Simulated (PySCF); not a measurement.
# C$_{4}$H$_{13}$FSi$_{3}$: what the fields show

```xyz
21

F    -4.4439   -0.5382    0.0359
C    -3.1831   -0.9935    0.3730
Si   -1.8999   -0.3126   -0.8909
C    -0.0961   -0.7954   -0.4298
C     0.6139    0.5636   -0.6413
C     1.7454    0.8251    0.3459
Si    3.1543   -0.4523    0.2557
Si   -0.9023    1.7717   -0.6137
H    -3.2440   -2.0848    0.3752
H    -3.0007   -0.6542    1.3954
H    -2.3420   -0.8243   -2.1978
H     0.3634   -1.5949   -1.0078
H    -0.0203   -1.0888    0.6187
H     1.0394    0.5702   -1.6510
H     2.1564    1.8189    0.1503
H     1.3377    0.8583    1.3594
H     3.6002   -0.5644   -1.1354
H     2.7092   -1.7659    0.7267
H     4.2688   -0.0055    1.0954
H    -1.0240    2.4752    0.6712
H    -0.8413    2.8087   -1.6490
```

Geometry: GFN2-xTB.

Method: PBE0/pcSseg-1, SCF density, gas phase, non-relativistic (PySCF 2.14.0).

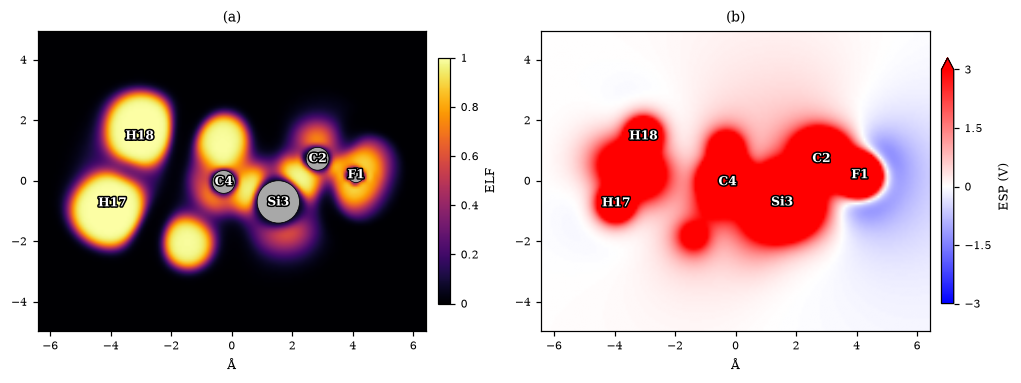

Figure 1. (a) electron localisation function; (b) molecular electrostatic potential on the plane of atoms C2, Si3 and C4. Grey discs cover the atomic cores in the ELF map.

What do the fields say about this system?

The section cuts through F, C, Si and H sites. C–F (1.38 Å): the ELF peaks at about 0.85 between the atoms: a polar covalent bond. C–Si (1.93 Å): the ELF peaks at about 1 between the atoms; localised, covalent bonding. The ELF also peaks beside F1, away from the bonds: lone-pair regions. Outside the dense part of the molecule the potential is most negative (−1.3 V) near F1.

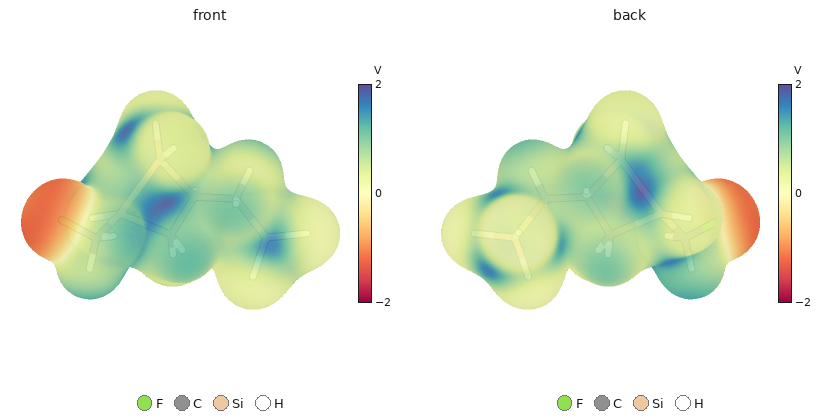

Figure 2. The electrostatic potential painted on the density surface at 0.004 e/bohr³, seen from the front and from behind; the colour scale runs from red (negative) to blue (positive).

Describe the electrostatic potential map.

The most negative region (about −1.2 V, or −28 kcal/mol for a unit charge) lies over F1, the most positive (about +1.8 V, or +42 kcal/mol for a unit charge) over Si3 and Si8.
